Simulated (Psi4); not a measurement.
# AlCl3 (SMILES Cl[Al](Cl)Cl): BLYP/6-311+G(d,p)

Aim: the energy change on altering one bond length of AlCl3 at BLYP/6-311+G**, from 2 runs. 

Program for the calculation: Psi4 1.11.

3 further runs of the same task are left out: 3 set aside as unsound or not needed.

## 1. The system as given

The species is AlCl3 (4 atoms), meant as a singlet with charge 0. SMILES: `Cl[Al](Cl)Cl`. Geometry: relaxed at PBE0-D4/def2-TZVP.

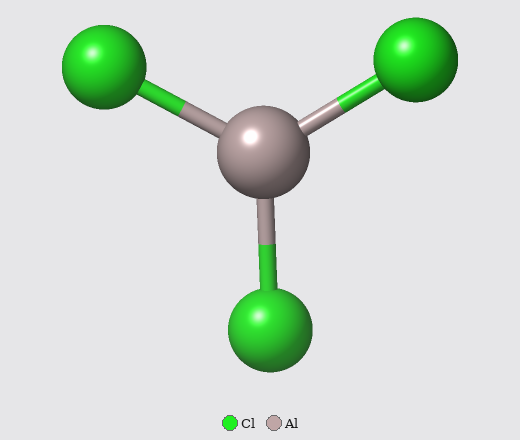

Viewed from a chosen angle; chlorine green, aluminium light grey.

## 2. Energy and forces at BLYP/6-311+G(d,p)

alcl3.inp

```
memory 2200 mb

molecule {
  0 1
  Cl    -1.135050    -0.108440     1.726210
  Al     0.000010     0.000000    -0.000020
  Cl     1.741960    -1.104030    -0.163630
  Cl    -0.606920     1.212480    -1.562570
  symmetry c1
}

set basis 6-311+G**
set puream true
set e_convergence 1e-09
set d_convergence 1e-08
set scf_type pk
set dft_radial_points 99
set dft_spherical_points 590

e, wfn = gradient("blyp", return_wfn=True)
oeprop(wfn, "MULLIKEN_CHARGES", "QUADRUPOLE", "DIPOLE")
print_variables()
```

Started as:

```bash
$ psi4 -i alcl3.inp -o alcl3.out -n 1
```

alcl3.out:

```text
[...]
  Running in c1 symmetry.
[...]
  Nuclear repulsion =  297.623989262121370
[...]
  Multiplicity = 1
[...]
  Nalpha       = 32
  Nbeta        = 32
[...]
    Number of basis functions: 120
[...]
   @RKS iter   1: -1623.13251829181081   -5.17210e-02   4.97096e-03 ADIIS/DIIS
[...]
   @RKS iter   9: -1623.27329310402001   -7.50333e-12   4.18536e-09 DIIS
[...]
    Orbital Energies [Eh]
    ---------------------
    Doubly Occupied:
       1A   -100.764194     2A   -100.764193     3A   -100.764192
       4A    -55.505617     5A     -9.193794     6A     -9.193793
       7A     -9.193782     8A     -7.024336     9A     -7.024336
      10A     -7.024335    11A     -7.019726    12A     -7.019726
      13A     -7.019723    14A     -7.018647    15A     -7.018647
      16A     -7.018645    17A     -4.014793    18A     -2.627329
      19A     -2.622367    20A     -2.622367    21A     -0.771712
      22A     -0.755710    23A     -0.755709    24A     -0.424663
      25A     -0.364390    26A     -0.364389    27A     -0.330342
      28A     -0.313389    29A     -0.313387    30A     -0.307715
      31A     -0.307713    32A     -0.289771
[...]
  @RKS Final Energy: -1623.27329310402001
   => Energetics <=
    Nuclear Repulsion Energy =            297.6239892621213698
    One-Electron Energy =               -2836.6275233571059289
    Two-Electron Energy =                1019.2013297615815191
    DFT Exchange-Correlation Energy =    -103.4710887706172144
    Empirical Dispersion Energy =           0.0000000000000000
    VV10 Nonlocal Energy =                  0.0000000000000000
    Total Energy =                      -1623.2732931040200128
[...]
  -Total Gradient:
     Atom            X                  Y                   Z
    ------   -----------------  -----------------  -----------------
       1        0.006275821835     0.000599424934    -0.009543910608
       2       -0.000002254516     0.000000101444     0.000002285158
       3       -0.009622478513     0.006097368273     0.000906482679
       4        0.003349921741    -0.006696728848     0.008633471987
[...]
 Multipole Moments:
 ------------------------------------------------------------------------------------
     Multipole            Electronic (a.u.)      Nuclear  (a.u.)        Total (a.u.)
 ------------------------------------------------------------------------------------
 L = 1.  Multiply by 2.5417464519 to convert [e a0] to [Debye]
 Dipole X            :          0.0000257           -0.0000023            0.0000234
 Dipole Y            :         -0.0000071            0.0000006           -0.0000065
 Dipole Z            :         -0.0000422            0.0000041           -0.0000381
 Magnitude           :                                                    0.0000452
 L = 2.  Multiply by 1.3450342976 to convert [e a0^2] to [Debye ang]
 Quadrupole XX       :       -323.8577639          284.7886902          -39.0690737
 Quadrupole XY       :        155.9848471         -153.9539037            2.0309434
[...]
  Mulliken Charges: (a.u.)
   Center  Symbol    Alpha    Beta     Spin     Total
       1    CL     8.53824  8.53824  0.00000 -0.07647
       2    AL     6.38530  6.38530  0.00000  0.22939
       3    CL     8.53823  8.53823  0.00000 -0.07646
       4    CL     8.53823  8.53823  0.00000 -0.07646
   Total alpha = 32.00000, Total beta = 32.00000, Total charge =  0.00000
  Variable Map:
  ----------------------------------------------------------------------------
  "CURRENT ENERGY"              =>   -1623.273293104020
  "CURRENT REFERENCE ENERGY"    =>   -1623.273293104020
[...]
```

Wall time 30 s (1 thread of Intel Xeon Platinum 8259CL at 2.50GHz (Skylake/Cascade Lake), shared host); peak memory 0.73 GiB.

## 3. The distorted shape at the same level

alcl3.in

```
memory 2.2 GB

molecule {
  0 1
  Cl
  Al 1 2.3791
  Cl 2 2.068826 1 119.99872
  Cl 2 2.068824 3 120.00291 1 179.99954
  symmetry c1
}

set globals {
  puream               true
  e_convergence        1e-09
  d_convergence        1e-08
  scf_type             pk
  dft_radial_points    99
  dft_spherical_points 590
}

e_tot, wfn = gradient("blyp/6-311+G**", return_wfn=True)
```

Started as:

```bash
$ psi4 alcl3.in alcl3.out -n 1
```

alcl3.out:

```text
[...]
  Running in c1 symmetry.
[...]
  Nuclear repulsion =  284.232436804216775
[...]
  Multiplicity = 1
[...]
  Nalpha       = 32
  Nbeta        = 32
[...]
    Number of basis functions: 120
[...]
   @RKS iter   1: -1623.12396717680986   -1.66176e-01   4.86055e-03 DIIS/ADIIS
[...]
   @RKS iter  11: -1623.25871577411817   -3.18323e-12   2.29472e-09 DIIS
[...]
    Orbital Energies [Eh]
    ---------------------
    Doubly Occupied:
       1A   -100.776673     2A   -100.776672     3A   -100.750871
       4A    -55.529469     5A     -9.205998     6A     -9.205991
       7A     -9.176687     8A     -7.036792     9A     -7.036791
      10A     -7.031837    11A     -7.031837    12A     -7.030787
      13A     -7.030787    14A     -7.008886    15A     -7.002260
      16A     -7.001479    17A     -4.034667    18A     -2.647489
      19A     -2.642376    20A     -2.642332    21A     -0.778052
      22A     -0.766849    23A     -0.724942    24A     -0.428026
      25A     -0.373015    26A     -0.349299    27A     -0.334501
      28A     -0.318156    29A     -0.317854    30A     -0.310426
      31A     -0.283836    32A     -0.278028
[...]
  @RKS Final Energy: -1623.25871577411817
   => Energetics <=
    Nuclear Repulsion Energy =            284.2324368042167748
    One-Electron Energy =               -2809.6406910530276946
    Two-Electron Energy =                1005.5512822591151689
    DFT Exchange-Correlation Energy =    -103.4017437844223792
    Empirical Dispersion Energy =           0.0000000000000000
    VV10 Nonlocal Energy =                  0.0000000000000000
    Total Energy =                      -1623.2587157741181727
[...]
 Multipole Moments:
 ------------------------------------------------------------------------------------
     Multipole            Electronic (a.u.)      Nuclear  (a.u.)        Total (a.u.)
 ------------------------------------------------------------------------------------
 L = 1.  Multiply by 2.5417464519 to convert [e a0] to [Debye]
 Dipole X            :          0.0000080           -0.0000008            0.0000071
 Dipole Y            :         -0.0000010            0.0000003           -0.0000007
 Dipole Z            :          0.5769279           -0.0181930            0.5587349
 Magnitude           :                                                    0.5587349
[...]
  -Total Gradient:
     Atom            X                  Y                   Z
    ------   -----------------  -----------------  -----------------
       1       -0.000000069169     0.000000098262    -0.046821497758
       2        0.000000190388     0.000000497751     0.052187908926
       3       -0.000000094708     0.008378289805    -0.002681270030
       4       -0.000000027436    -0.008378888313    -0.002681681625
[...]
```

It took 28 s on 1 thread of Intel Xeon Platinum 8259CL at 2.50GHz (Skylake/Cascade Lake), shared host; peak memory 0.73 GiB.

## 4. Results

At BLYP/6-311+G**:

```
                                                           quantity           value
                                          first shape: total energy  -1623.27329 Eh
                                         first shape: dipole moment          0.00 D
                                           first shape: HOMO energy        -7.89 eV
                                           first shape: LUMO energy        -2.37 eV
                                         first shape: HOMO–LUMO gap         5.51 eV
                              first shape: largest force on an atom      0.588 eV/Å
                                      distorted shape: total energy  -1623.25872 Eh
                                     distorted shape: dipole moment          1.42 D
                                       distorted shape: HOMO energy        -7.57 eV
                                       distorted shape: LUMO energy        -3.21 eV
                                     distorted shape: HOMO–LUMO gap         4.36 eV
                          distorted shape: largest force on an atom      2.684 eV/Å
energy change with the Cl1–Al2 bond stretched from 2.069 to 2.379 Å        0.397 eV
```

In words: With the Cl1–Al2 bond stretched from 2.069 to 2.379 Å the energy rises by 0.40 eV (38.3 kJ/mol). The first shape isn't relaxed at this level, so the change isn't measured from a minimum. The largest force (first shape) is 0.59 eV/Å: the shape isn't a stationary point for this species at this level. Mulliken charges (first shape) run from -0.08 on Cl1 to +0.23 on Al2; in a basis this large or diffuse they mean little.
